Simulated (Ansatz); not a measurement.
Take TiO$_{2}$ in the rutile structure (space group P4_2/mnm, No. 136; a = 4.591 Å, c = 2.939 Å) as the base.

Now apply this change: every lattice vector is stretched by 0.60 %, atoms relaxed at fixed cell.

Computed with PBEsol in Ansatz (plane waves to 420 eV, PAW, no spin-orbit coupling).

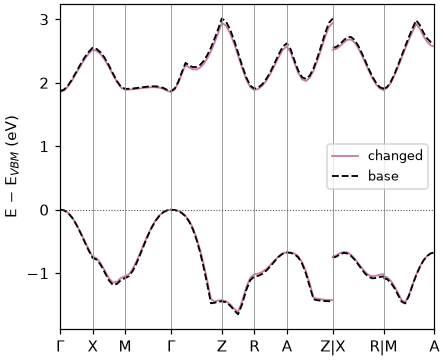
Figure: Highest valence and lowest conduction band along the path, each from its own valence-band maximum

The gap is 1.85 eV, direct at Γ; the base has 1.87 eV.

The cells carry an imposed strain or load. Stability against distortions was not tested. All final runs are without spin polarisation.

Ansatz is a program for electronic structure.
